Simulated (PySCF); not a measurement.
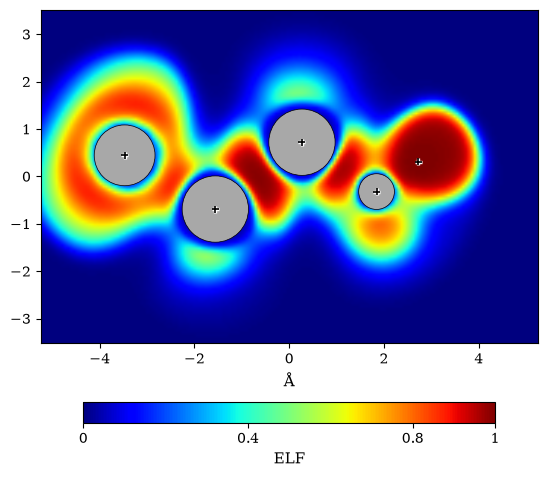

The ELF on a plane through atoms (crosses mark nuclei in the plane; grey discs cover the cores).

Level of theory: PBE0/def2-SVPD, SCF density, gas phase (PySCF 2.14.0).

Candidates:
A. C6H10Ge (SMILES C=C=C=C(C)[CH2][GeH3])
B. CH6BrFSi2

> Which candidate gave the map?

Candidate B: CH6BrFSi2 on the plane of atoms Si2, Si3 and Br5, which holds C, Si, Br and H. C–Si (1.89 Å): the ELF peaks at about 0.95 between the atoms: a shared electron pair. Si–Br (2.22 Å): the ELF peaks at about 0.85 between the atoms, as expected for a polar covalent bond.
